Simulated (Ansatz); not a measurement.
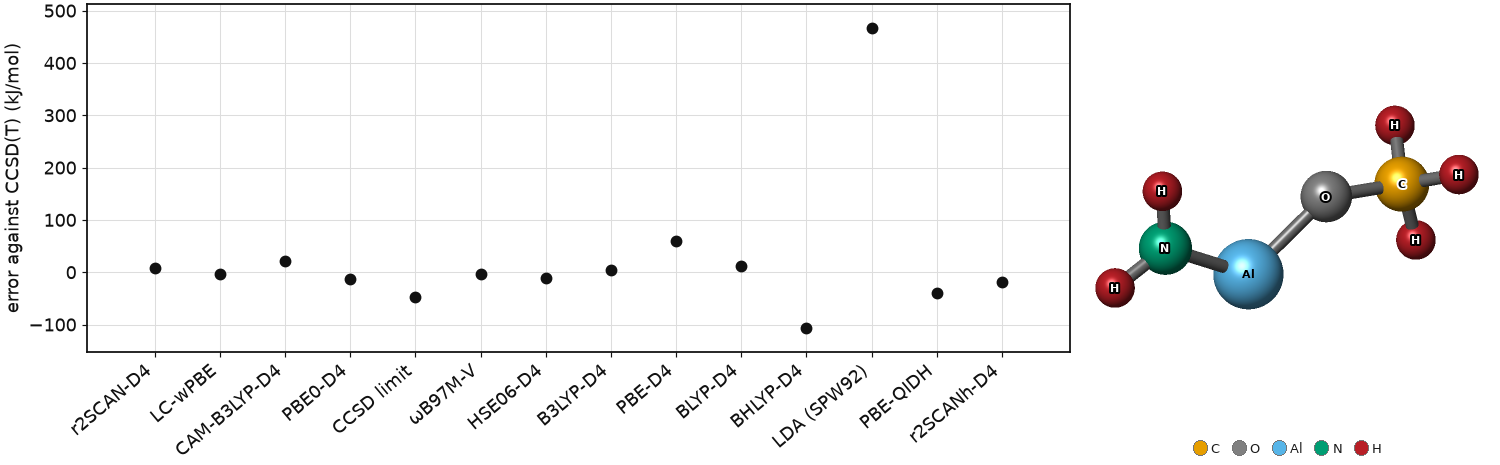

Error in the electronic atomisation energy (method less reference, so positive means overbinding) of CH₅AlNO, SMILES C[O][Al][NH2], doublet: functionals in def2-TZVPP against frozen-core CCSD(T) at the limit (MP2 extrapolated from triple and quadruple zeta, plus CCSD(T) less MP2 in a smaller set), which gives 3194.7 kJ/mol, at a PBE0-D4/def2-TZVP geometry (a minimum by its frequencies), no zero-point or spin-orbit term, the Ansatz code. The reference leaves out core correlation, a term that grows with the number of heavy atoms. PBE-QIDH holds a correlation term that converges slowly with the basis, so part of the distance to the limit is basis error. No dispersion term is added to LC-wPBE and PBE-QIDH. Limit means the basis limit.

### Which of these levels overbind, and which underbind?

Overbind: CAM-B3LYP-D4, PBE-D4 and LDA (SPW92). Underbind: CCSD limit, BHLYP-D4 and PBE-QIDH. Within 20 kJ/mol of zero, too close to call in view of what the reference leaves out: r2SCAN-D4, LC-wPBE, PBE0-D4, ωB97M-V, HSE06-D4, B3LYP-D4, BLYP-D4 and r2SCANh-D4.

### What range do the values span?

From −106.5 kJ/mol (BHLYP-D4) to 467.2 kJ/mol (LDA (SPW92)).

Caveats, for all or some of the runs: one conformer of a flexible molecule.
